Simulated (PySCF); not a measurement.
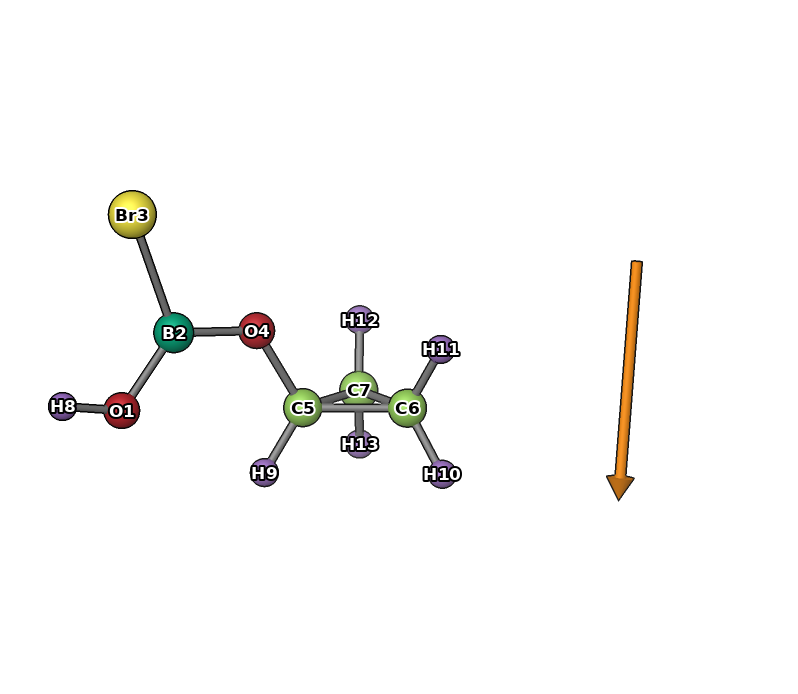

The arrow beside the molecule shows the direction of the dipole moment, from the negative to the positive end (its length means nothing). The computed structure is the end point of a GFN2-xTB optimisation. No frequency run is at hand to confirm it as a minimum. Properties computed with B3LYP/pcJ-1 (pcSseg-1 on Br), gas phase (PySCF 2.14.0).

### Estimate the dipole moment.

2.02 D; it points from the side of Br3 to the side of H9, H13 (the outermost atoms at the two ends).

The geometry is semi-empirical. Around B, Br such bond lengths and angles can be off by a tenth of an ångström or more and by several degrees, and values that hang on the shape move with them.
